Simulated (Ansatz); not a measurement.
# CH₆Si (triplet): B2PLYP, RPA-PBE over a scan of the distance Si1–H5 along a hydrogen transfer, cc-pVDZ

Aim: run CH₆Si (triplet) with these functionals over a scan of the distance Si1–H5 along a hydrogen transfer, and hold them against the top wave-function level at the same points.

Method: cc-pVDZ, all electrons in the functionals, frozen cores in the correlation of double hybrids and RPA; program: Ansatz 0.2.0, Gaussian basis.

The runs, in order: B2PLYP, RPA-PBE, at 1.485 Å; 1.536 Å; 1.639 Å; 1.742 Å; 1.845 Å.

### Step 1. The geometry

The geometry derives from fragments relaxed apart (PBE0/def2-TZVP) and kept rigid, so it is no stationary point. A hydrogen atom is moved between rigid fragments.

8 atoms, charge 0, spin multiplicity 3.

Atoms are counted from 1 here; the program's logs count them from 0.

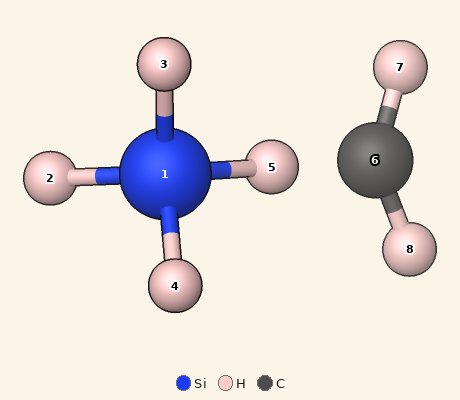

The geometry (silicon blue, hydrogen pink, carbon dark grey); atoms are numbered from 1 in the order of the file.

No dispersion term is added.

The geometry shown and the zero of energy belong to the point 1.485 Å. The yardstick, UCCSDT(Q), and other wave-function levels (R restricted, U unrestricted, valence and pair active spaces) come from earlier runs.

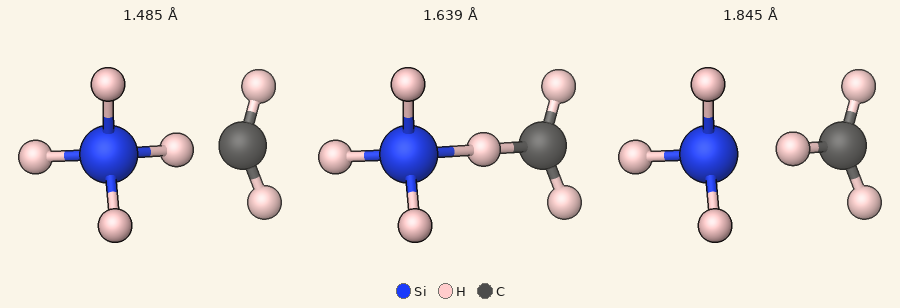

Three points of the scan; sticks are drawn by distance.

### Step 2. B2PLYP, 1.485 Å

File in.yaml:

```yaml
crystal:
  periodic: [false, false, false]
  atoms:
    - {symbol: Si, position_ang: [-0.910274, 0.000000, 0.000000]}
    - {symbol: H, position_ang: [-1.405146, 1.399708, 0.000000]}
    - {symbol: H, position_ang: [-1.405145, -0.699854, 1.212183]}
    - {symbol: H, position_ang: [-1.405146, -0.699854, -1.212182]}
    - {symbol: H, position_ang: [0.574341, 0.000000, 0.000000]}
    - {symbol: C, position_ang: [2.024726, 0.000000, -0.000001]}
    - {symbol: H, position_ang: [2.439194, 0.000000, 0.996160]}
    - {symbol: H, position_ang: [2.439194, 0.000000, -0.996162]}
basis:
  gaussian: {orbitals: cc-pVDZ}
magnetization: {spin_polarized: true, initial_magnetization: 2}
hamiltonian: {xc: {name: B2PLYP}}
correlation: {electrons: outside_noble_gas}
```

Run with:

```
$ ansatz run in.yaml --threads 1 --pin off --events-out ev --progress --plain --max-ram 2816MiB --backend cpu
```

Standard output:

```text
Functional definition: B2PLYP
  name "B2PLYP"
  cite "Grimme, J. Chem. Phys. 124, 034108 (2006) doi:10.1063/1.2148954"
  cite "Becke, Phys. Rev. A 38, 3098 (1988) doi:10.1103/PhysRevA.38.3098"
  cite "Lee, Yang & Parr, Phys. Rev. B 37, 785 (1988) doi:10.1103/PhysRevB.37.785"
  parameter a = 0.53
  parameter c = 0.27
  exchange = (1 - a)*b88_x + a*exact_x
  correlation = (1 - c)*lyp_c + c*(mp2_os + mp2_ss)
572 factors; integrals over basis functions are off by at most 1.4e-3 eV
mean field evaluation 1: about -8999.0124 eV, gradient 1.3e1 eV
mean field evaluation 2: about -8999.0461 eV, gradient 1.3e1 eV
mean field evaluation 4: about -9000.1353 eV, gradient 1.3e0 eV
mean field evaluation 8: about -9000.1625 eV, gradient 2.9e-2 eV
mean field evaluation 16: about -9000.1625 eV, gradient 4.5e-5 eV
mean field -9000.16252315 eV, -330.7498721964 hartree, gradient 3.0e-6 eV, S^2 2.015770; 0 other end points of the search recorded, 0 dependent functions left out
6 core orbitals not correlated: weight in the atoms' cores, before any rotation towards them, 1.000 or more for the frozen orbitals, at most 0.000 for the correlated occupied ones
reference -9000.16268077 eV, -330.7498779889 hartree; 8, 6 occupied and 48, 50 virtual orbitals, 572 factors
second order -7.65154606 eV of doubles, -0.00000000 eV of singles
Total energy: -9002.22859821 eV, -330.8257990544 hartree
```

It took 1.7 s on 1 thread of AMD EPYC 7R13, shared host; peak memory 0.28 GiB.

From the report: ⟨S²⟩ of the determinant 2.016 (pure triplet: 2.00).

### Step 3. B2PLYP, 1.536 Å

File in.yaml:

```yaml
crystal:
  periodic: [false, false, false]
  atoms:
    - {symbol: Si, position_ang: [-0.911396, 0.000000, 0.000000]}
    - {symbol: H, position_ang: [-1.406268, 1.399708, 0.000000]}
    - {symbol: H, position_ang: [-1.406267, -0.699854, 1.212183]}
    - {symbol: H, position_ang: [-1.406268, -0.699854, -1.212182]}
    - {symbol: H, position_ang: [0.624604, 0.000000, 0.000000]}
    - {symbol: C, position_ang: [2.023604, 0.000000, -0.000001]}
    - {symbol: H, position_ang: [2.438072, 0.000000, 0.996160]}
    - {symbol: H, position_ang: [2.438071, 0.000000, -0.996162]}
basis:
  gaussian: {orbitals: cc-pVDZ}
magnetization: {spin_polarized: true, initial_magnetization: 2}
hamiltonian: {xc: {name: B2PLYP}}
correlation: {electrons: outside_noble_gas}
```

Same command.

Standard output (excerpt; [...] marks lines left out):

```text
Functional definition: B2PLYP
  name "B2PLYP"
  cite "Grimme, J. Chem. Phys. 124, 034108 (2006) doi:10.1063/1.2148954"
  cite "Becke, Phys. Rev. A 38, 3098 (1988) doi:10.1103/PhysRevA.38.3098"
  cite "Lee, Yang & Parr, Phys. Rev. B 37, 785 (1988) doi:10.1103/PhysRevB.37.785"
[...]
572 factors; integrals over basis functions are off by at most 1.4e-3 eV
[...]
mean field -9000.24003681 eV, -330.7527207710 hartree, gradient 3.4e-6 eV, S^2 2.017111; 0 other end points of the search recorded, 0 dependent functions left out
6 core orbitals not correlated: weight in the atoms' cores, before any rotation towards them, 1.000 or more for the frozen orbitals, at most 0.000 for the correlated occupied ones
reference -9000.24019467 eV, -330.7527265721 hartree; 8, 6 occupied and 48, 50 virtual orbitals, 572 factors
second order -7.71391342 eV of doubles, -0.00000000 eV of singles
Total energy: -9002.32295129 eV, -330.8292664664 hartree
```

Run time: 1.7 s. Hardware: 1 thread of AMD EPYC 7R13, shared host; peak memory 0.27 GiB.

From the report: ⟨S²⟩ of the determinant 2.017 (pure triplet: 2.00).

From 1.485 Å: -0.094 eV.

### Step 4. B2PLYP, 1.639 Å

File in.yaml:

```yaml
crystal:
  periodic: [false, false, false]
  atoms:
    - {symbol: Si, position_ang: [-0.913646, 0.000000, 0.000000]}
    - {symbol: H, position_ang: [-1.408518, 1.399708, 0.000000]}
    - {symbol: H, position_ang: [-1.408517, -0.699854, 1.212183]}
    - {symbol: H, position_ang: [-1.408518, -0.699854, -1.212182]}
    - {symbol: H, position_ang: [0.725354, 0.000000, 0.000000]}
    - {symbol: C, position_ang: [2.021354, 0.000000, -0.000001]}
    - {symbol: H, position_ang: [2.435822, 0.000000, 0.996160]}
    - {symbol: H, position_ang: [2.435822, 0.000000, -0.996162]}
basis:
  gaussian: {orbitals: cc-pVDZ}
magnetization: {spin_polarized: true, initial_magnetization: 2}
hamiltonian: {xc: {name: B2PLYP}}
correlation: {electrons: outside_noble_gas}
```

The command is unchanged.

Standard output (excerpt; [...] marks lines left out):

```text
Functional definition: B2PLYP
  name "B2PLYP"
  cite "Grimme, J. Chem. Phys. 124, 034108 (2006) doi:10.1063/1.2148954"
  cite "Becke, Phys. Rev. A 38, 3098 (1988) doi:10.1103/PhysRevA.38.3098"
  cite "Lee, Yang & Parr, Phys. Rev. B 37, 785 (1988) doi:10.1103/PhysRevB.37.785"
[...]
571 factors; integrals over basis functions are off by at most 1.5e-3 eV
[...]
mean field -9000.40428738 eV, -330.7587568680 hartree, gradient 3.2e-6 eV, S^2 2.017505; 0 other end points of the search recorded, 0 dependent functions left out
6 core orbitals not correlated: weight in the atoms' cores, before any rotation towards them, 1.000 or more for the frozen orbitals, at most 0.000 for the correlated occupied ones
reference -9000.40444575 eV, -330.7587626879 hartree; 8, 6 occupied and 48, 50 virtual orbitals, 571 factors
second order -7.79784497 eV of doubles, -0.00000000 eV of singles
Total energy: -9002.50986389 eV, -330.8361353775 hartree
```

It took 1.8 s on 1 thread of AMD EPYC 7R13, shared host; peak memory 0.28 GiB.

From the report: ⟨S²⟩ of the determinant 2.018 (pure triplet: 2.00).

From 1.485 Å: -0.281 eV.

### Step 5. B2PLYP, 1.742 Å

File in.yaml:

```yaml
crystal:
  periodic: [false, false, false]
  atoms:
    - {symbol: Si, position_ang: [-0.915896, 0.000000, 0.000000]}
    - {symbol: H, position_ang: [-1.410768, 1.399708, 0.000000]}
    - {symbol: H, position_ang: [-1.410767, -0.699854, 1.212183]}
    - {symbol: H, position_ang: [-1.410768, -0.699854, -1.212182]}
    - {symbol: H, position_ang: [0.826104, 0.000000, 0.000000]}
    - {symbol: C, position_ang: [2.019104, 0.000000, -0.000001]}
    - {symbol: H, position_ang: [2.433572, 0.000000, 0.996160]}
    - {symbol: H, position_ang: [2.433572, 0.000000, -0.996162]}
basis:
  gaussian: {orbitals: cc-pVDZ}
magnetization: {spin_polarized: true, initial_magnetization: 2}
hamiltonian: {xc: {name: B2PLYP}}
correlation: {electrons: outside_noble_gas}
```

Same command.

Standard output (excerpt; [...] marks lines left out):

```text
Functional definition: B2PLYP
  name "B2PLYP"
  cite "Grimme, J. Chem. Phys. 124, 034108 (2006) doi:10.1063/1.2148954"
  cite "Becke, Phys. Rev. A 38, 3098 (1988) doi:10.1103/PhysRevA.38.3098"
  cite "Lee, Yang & Parr, Phys. Rev. B 37, 785 (1988) doi:10.1103/PhysRevB.37.785"
[...]
571 factors; integrals over basis functions are off by at most 1.3e-3 eV
[...]
mean field -9000.58450485 eV, -330.7653797380 hartree, gradient 2.6e-6 eV, S^2 2.014793; 0 other end points of the search recorded, 0 dependent functions left out
6 core orbitals not correlated: weight in the atoms' cores, before any rotation towards them, 1.000 or more for the frozen orbitals, at most 0.000 for the correlated occupied ones
reference -9000.58466362 eV, -330.7653855726 hartree; 8, 6 occupied and 48, 50 virtual orbitals, 571 factors
second order -7.80185082 eV of doubles, -0.00000000 eV of singles
Total energy: -9002.69116334 eV, -330.8427980095 hartree
```

Run time: 1.7 s. Hardware: 1 thread of AMD EPYC 7R13, shared host; peak memory 0.28 GiB.

From the report: ⟨S²⟩ of the determinant 2.015 (pure triplet: 2.00).

From 1.485 Å: -0.463 eV.

### Step 6. B2PLYP, 1.845 Å

File in.yaml:

```yaml
crystal:
  periodic: [false, false, false]
  atoms:
    - {symbol: Si, position_ang: [-0.918146, 0.000000, 0.000000]}
    - {symbol: H, position_ang: [-1.413018, 1.399708, 0.000000]}
    - {symbol: H, position_ang: [-1.413017, -0.699854, 1.212183]}
    - {symbol: H, position_ang: [-1.413018, -0.699854, -1.212182]}
    - {symbol: H, position_ang: [0.926854, 0.000000, 0.000000]}
    - {symbol: C, position_ang: [2.016854, 0.000000, -0.000001]}
    - {symbol: H, position_ang: [2.431322, 0.000000, 0.996160]}
    - {symbol: H, position_ang: [2.431322, 0.000000, -0.996162]}
basis:
  gaussian: {orbitals: cc-pVDZ}
magnetization: {spin_polarized: true, initial_magnetization: 2}
hamiltonian: {xc: {name: B2PLYP}}
correlation: {electrons: outside_noble_gas}
```

Same command.

Standard output (excerpt; [...] marks lines left out):

```text
Functional definition: B2PLYP
  name "B2PLYP"
  cite "Grimme, J. Chem. Phys. 124, 034108 (2006) doi:10.1063/1.2148954"
  cite "Becke, Phys. Rev. A 38, 3098 (1988) doi:10.1103/PhysRevA.38.3098"
  cite "Lee, Yang & Parr, Phys. Rev. B 37, 785 (1988) doi:10.1103/PhysRevB.37.785"
[...]
570 factors; integrals over basis functions are off by at most 1.3e-3 eV
[...]
mean field -9000.67501819 eV, -330.7687060419 hartree, gradient 2.7e-6 eV, S^2 2.011593; 0 other end points of the search recorded, 0 dependent functions left out
6 core orbitals not correlated: weight in the atoms' cores, before any rotation towards them, 1.000 or more for the frozen orbitals, at most 0.000 for the correlated occupied ones
reference -9000.67517719 eV, -330.7687118848 hartree; 8, 6 occupied and 48, 50 virtual orbitals, 570 factors
second order -7.73761903 eV of doubles, -0.00000000 eV of singles
Total energy: -9002.76433432 eV, -330.8454869936 hartree
```

Run time: 1.7 s. Hardware: 1 thread of AMD EPYC 7R13, shared host; peak memory 0.28 GiB.

From the report: ⟨S²⟩ of the determinant 2.012 (pure triplet: 2.00).

From 1.485 Å: -0.536 eV.

### Step 7. RPA-PBE, 1.485 Å

File in.yaml:

```yaml
crystal:
  periodic: [false, false, false]
  atoms:
    - {symbol: Si, position_ang: [-0.910274, 0.000000, 0.000000]}
    - {symbol: H, position_ang: [-1.405146, 1.399708, 0.000000]}
    - {symbol: H, position_ang: [-1.405145, -0.699854, 1.212183]}
    - {symbol: H, position_ang: [-1.405146, -0.699854, -1.212182]}
    - {symbol: H, position_ang: [0.574341, 0.000000, 0.000000]}
    - {symbol: C, position_ang: [2.024726, 0.000000, -0.000001]}
    - {symbol: H, position_ang: [2.439194, 0.000000, 0.996160]}
    - {symbol: H, position_ang: [2.439194, 0.000000, -0.996162]}
basis:
  gaussian: {orbitals: cc-pVDZ}
magnetization: {spin_polarized: true, initial_magnetization: 2}
hamiltonian: {xc: {name: PBE}}
correlation: {method: rpa, electrons: outside_noble_gas}
```

Launched as before.

Standard output (excerpt; [...] marks lines left out):

```text
Functional definition: PBE
  name "PBE"
  cite "Perdew, Burke & Ernzerhof, Phys. Rev. Lett. 77, 3865 (1996) doi:10.1103/PhysRevLett.77.3865"
  parent pbe
[...]
572 factors; integrals over basis functions are off by at most 1.4e-3 eV
[...]
mean field -9001.30674920 eV, -330.7919217284 hartree, gradient 5.8e-6 eV, S^2 2.006997; 0 other end points of the search recorded, 0 dependent functions left out
6 core orbitals not correlated: weight in the atoms' cores, before any rotation towards them, 1.000 or more for the frozen orbitals, at most 0.000 for the correlated occupied ones
reference -8982.68305843 eV, -330.1075137159 hartree; 8, 6 occupied and 48, 50 virtual orbitals, 572 factors
Total energy: -8995.41523342 eV, -330.5754125168 hartree
```

Run time: 1.5 s. Hardware: 1 thread of AMD EPYC 7R13, shared host; peak memory 0.28 GiB.

From the report: ⟨S²⟩ of the determinant 2.007 (pure triplet: 2.00).

### Step 8. RPA-PBE, 1.536 Å

File in.yaml:

```yaml
crystal:
  periodic: [false, false, false]
  atoms:
    - {symbol: Si, position_ang: [-0.911396, 0.000000, 0.000000]}
    - {symbol: H, position_ang: [-1.406268, 1.399708, 0.000000]}
    - {symbol: H, position_ang: [-1.406267, -0.699854, 1.212183]}
    - {symbol: H, position_ang: [-1.406268, -0.699854, -1.212182]}
    - {symbol: H, position_ang: [0.624604, 0.000000, 0.000000]}
    - {symbol: C, position_ang: [2.023604, 0.000000, -0.000001]}
    - {symbol: H, position_ang: [2.438072, 0.000000, 0.996160]}
    - {symbol: H, position_ang: [2.438071, 0.000000, -0.996162]}
basis:
  gaussian: {orbitals: cc-pVDZ}
magnetization: {spin_polarized: true, initial_magnetization: 2}
hamiltonian: {xc: {name: PBE}}
correlation: {method: rpa, electrons: outside_noble_gas}
```

Same command.

Standard output (excerpt; [...] marks lines left out):

```text
Functional definition: PBE
  name "PBE"
  cite "Perdew, Burke & Ernzerhof, Phys. Rev. Lett. 77, 3865 (1996) doi:10.1103/PhysRevLett.77.3865"
  parent pbe
[...]
572 factors; integrals over basis functions are off by at most 1.4e-3 eV
[...]
mean field -9001.43142917 eV, -330.7965036326 hartree, gradient 6.0e-6 eV, S^2 2.007178; 0 other end points of the search recorded, 0 dependent functions left out
6 core orbitals not correlated: weight in the atoms' cores, before any rotation towards them, 1.000 or more for the frozen orbitals, at most 0.000 for the correlated occupied ones
reference -8982.73306101 eV, -330.1093512768 hartree; 8, 6 occupied and 48, 50 virtual orbitals, 572 factors
Total energy: -8995.50971958 eV, -330.5788848192 hartree
```

It took 1.5 s on 1 thread of AMD EPYC 7R13, shared host; peak memory 0.27 GiB.

From the report: ⟨S²⟩ of the determinant 2.007 (pure triplet: 2.00).

From 1.485 Å: -0.094 eV.

### Step 9. RPA-PBE, 1.639 Å

File in.yaml:

```yaml
crystal:
  periodic: [false, false, false]
  atoms:
    - {symbol: Si, position_ang: [-0.913646, 0.000000, 0.000000]}
    - {symbol: H, position_ang: [-1.408518, 1.399708, 0.000000]}
    - {symbol: H, position_ang: [-1.408517, -0.699854, 1.212183]}
    - {symbol: H, position_ang: [-1.408518, -0.699854, -1.212182]}
    - {symbol: H, position_ang: [0.725354, 0.000000, 0.000000]}
    - {symbol: C, position_ang: [2.021354, 0.000000, -0.000001]}
    - {symbol: H, position_ang: [2.435822, 0.000000, 0.996160]}
    - {symbol: H, position_ang: [2.435822, 0.000000, -0.996162]}
basis:
  gaussian: {orbitals: cc-pVDZ}
magnetization: {spin_polarized: true, initial_magnetization: 2}
hamiltonian: {xc: {name: PBE}}
correlation: {method: rpa, electrons: outside_noble_gas}
```

Same command.

Standard output (excerpt; [...] marks lines left out):

```text
Functional definition: PBE
  name "PBE"
  cite "Perdew, Burke & Ernzerhof, Phys. Rev. Lett. 77, 3865 (1996) doi:10.1103/PhysRevLett.77.3865"
  parent pbe
[...]
571 factors; integrals over basis functions are off by at most 1.5e-3 eV
[...]
mean field -9001.64647347 eV, -330.8044063649 hartree, gradient 6.1e-6 eV, S^2 2.007146; 0 other end points of the search recorded, 0 dependent functions left out
6 core orbitals not correlated: weight in the atoms' cores, before any rotation towards them, 1.000 or more for the frozen orbitals, at most 0.000 for the correlated occupied ones
reference -8982.88024932 eV, -330.1147603475 hartree; 8, 6 occupied and 48, 50 virtual orbitals, 571 factors
Total energy: -8995.69694655 eV, -330.5857652833 hartree
```

Run time: 1.5 s. Hardware: 1 thread of AMD EPYC 7R13, shared host; peak memory 0.28 GiB.

From the report: ⟨S²⟩ of the determinant 2.007 (pure triplet: 2.00).

From 1.485 Å: -0.282 eV.

### Step 10. RPA-PBE, 1.742 Å

File in.yaml:

```yaml
crystal:
  periodic: [false, false, false]
  atoms:
    - {symbol: Si, position_ang: [-0.915896, 0.000000, 0.000000]}
    - {symbol: H, position_ang: [-1.410768, 1.399708, 0.000000]}
    - {symbol: H, position_ang: [-1.410767, -0.699854, 1.212183]}
    - {symbol: H, position_ang: [-1.410768, -0.699854, -1.212182]}
    - {symbol: H, position_ang: [0.826104, 0.000000, 0.000000]}
    - {symbol: C, position_ang: [2.019104, 0.000000, -0.000001]}
    - {symbol: H, position_ang: [2.433572, 0.000000, 0.996160]}
    - {symbol: H, position_ang: [2.433572, 0.000000, -0.996162]}
basis:
  gaussian: {orbitals: cc-pVDZ}
magnetization: {spin_polarized: true, initial_magnetization: 2}
hamiltonian: {xc: {name: PBE}}
correlation: {method: rpa, electrons: outside_noble_gas}
```

Launched as before.

Standard output (excerpt; [...] marks lines left out):

```text
Functional definition: PBE
  name "PBE"
  cite "Perdew, Burke & Ernzerhof, Phys. Rev. Lett. 77, 3865 (1996) doi:10.1103/PhysRevLett.77.3865"
  parent pbe
[...]
571 factors; integrals over basis functions are off by at most 1.3e-3 eV
[...]
mean field -9001.81049128 eV, -330.8104339082 hartree, gradient 5.7e-6 eV, S^2 2.006691; 0 other end points of the search recorded, 0 dependent functions left out
6 core orbitals not correlated: weight in the atoms' cores, before any rotation towards them, 1.000 or more for the frozen orbitals, at most 0.000 for the correlated occupied ones
reference -8983.09008302 eV, -330.1224715938 hartree; 8, 6 occupied and 48, 50 virtual orbitals, 571 factors
Total energy: -8995.87439243 eV, -330.5922862993 hartree
```

It took 1.4 s on 1 thread of AMD EPYC 7R13, shared host; peak memory 0.28 GiB.

From the report: ⟨S²⟩ of the determinant 2.007 (pure triplet: 2.00).

From 1.485 Å: -0.459 eV.

### Step 11. RPA-PBE, 1.845 Å

File in.yaml:

```yaml
crystal:
  periodic: [false, false, false]
  atoms:
    - {symbol: Si, position_ang: [-0.918146, 0.000000, 0.000000]}
    - {symbol: H, position_ang: [-1.413018, 1.399708, 0.000000]}
    - {symbol: H, position_ang: [-1.413017, -0.699854, 1.212183]}
    - {symbol: H, position_ang: [-1.413018, -0.699854, -1.212182]}
    - {symbol: H, position_ang: [0.926854, 0.000000, 0.000000]}
    - {symbol: C, position_ang: [2.016854, 0.000000, -0.000001]}
    - {symbol: H, position_ang: [2.431322, 0.000000, 0.996160]}
    - {symbol: H, position_ang: [2.431322, 0.000000, -0.996162]}
basis:
  gaussian: {orbitals: cc-pVDZ}
magnetization: {spin_polarized: true, initial_magnetization: 2}
hamiltonian: {xc: {name: PBE}}
correlation: {method: rpa, electrons: outside_noble_gas}
```

Same command.

Standard output (excerpt; [...] marks lines left out):

```text
Functional definition: PBE
  name "PBE"
  cite "Perdew, Burke & Ernzerhof, Phys. Rev. Lett. 77, 3865 (1996) doi:10.1103/PhysRevLett.77.3865"
  parent pbe
[...]
570 factors; integrals over basis functions are off by at most 1.3e-3 eV
[...]
mean field -9001.83635929 eV, -330.8113845399 hartree, gradient 4.6e-6 eV, S^2 2.006168; 0 other end points of the search recorded, 0 dependent functions left out
6 core orbitals not correlated: weight in the atoms' cores, before any rotation towards them, 1.000 or more for the frozen orbitals, at most 0.000 for the correlated occupied ones
reference -8983.23853546 eV, -330.1279271205 hartree; 8, 6 occupied and 48, 50 virtual orbitals, 570 factors
Total energy: -8995.93616810 eV, -330.5945565132 hartree
```

Run time: 1.5 s. Hardware: 1 thread of AMD EPYC 7R13, shared host; peak memory 0.28 GiB.

From the report: ⟨S²⟩ of the determinant 2.006 (pure triplet: 2.00).

From 1.485 Å: -0.521 eV.

### Step 12. The comparison

The yardstick is UCCSDT(Q), where the cluster series has nearly closed. It comes from earlier runs at the same points. Energies in eV, counted from 1.485 Å; blanks weren't run or aren't comparable.

| level | 1.485 Å | 1.536 Å | 1.639 Å | 1.742 Å | 1.845 Å |
| --- | --- | --- | --- | --- | --- |
| UCCSDT(Q) | 0.000 | -0.084 | -0.257 | -0.433 | -0.504 |
| B2PLYP | 0.000 | -0.094 | -0.281 | -0.463 | -0.536 |
| RPA-PBE | 0.000 | -0.094 | -0.282 | -0.459 | -0.521 |

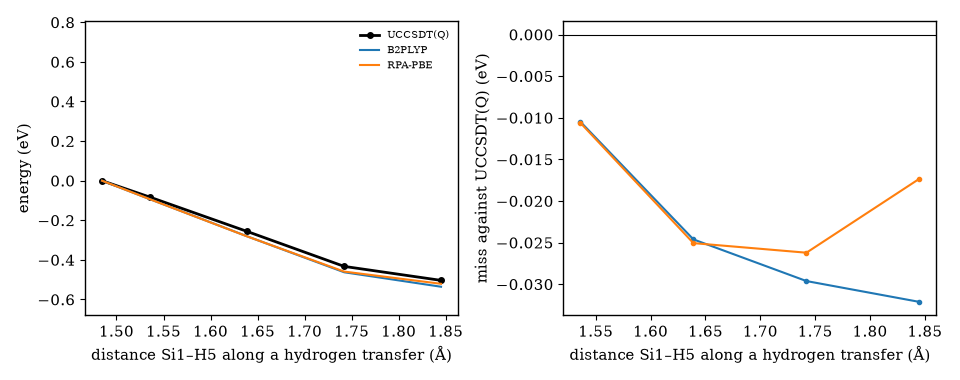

Left: the curves (the axis may cut off levels that run far away). Right: misses against UCCSDT(Q), in the same colours.

Largest miss and mean time a point (UCCSDT(Q) took 5.8 s a point; shared hosts):

| level | largest miss (eV) | where | time a point |
| --- | --- | --- | --- |
| B2PLYP | -0.032 | 1.845 Å | 1.7 s |
| RPA-PBE | -0.026 | 1.742 Å | 1.5 s |

### Step 13. Outcome

```
                   quantity                value
span of the UCCSDT(Q) curve             0.504 eV
       largest miss, B2PLYP  -0.032 eV (1.845 Å)
      largest miss, RPA-PBE  -0.026 eV (1.742 Å)
```

**Reading.** Of the functionals, RPA-PBE keep the smallest largest miss at the points compared (at most 0.026 eV) and B2PLYP strays most (0.032 eV, at 1.845 Å). Functionals and the yardstick converge differently with the basis, so part of each miss in cc-pVDZ is the basis.
